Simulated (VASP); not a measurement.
Band structure of WO (relaxed from the NiAs type structure, space group P6_3/mmc). All values below come from r2SCAN meta-GGA, VASP's PBE PAW potentials (set 64) (plane waves; VASP).

Unless said otherwise, spin-orbit coupling is left out, though it shifts the bands of the heavy elements here.

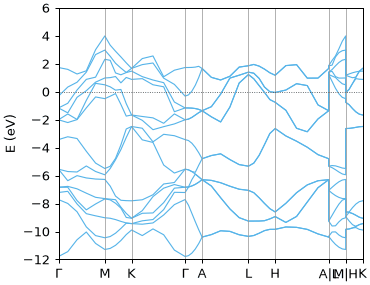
Figure: Bands along high-symmetry lines, zero at the valence-band maximum or, without a gap, the Fermi level

Question: Read the plot: is there a gap, and where are the band edges?

Answer: It has no gap at this level: it comes out as a metal or semimetal.

The structure was generated: WO was put into the NiAs type type (P6_3/mmc), which need not be its known phase. It was relaxed first, which changed the volume by -26 %.
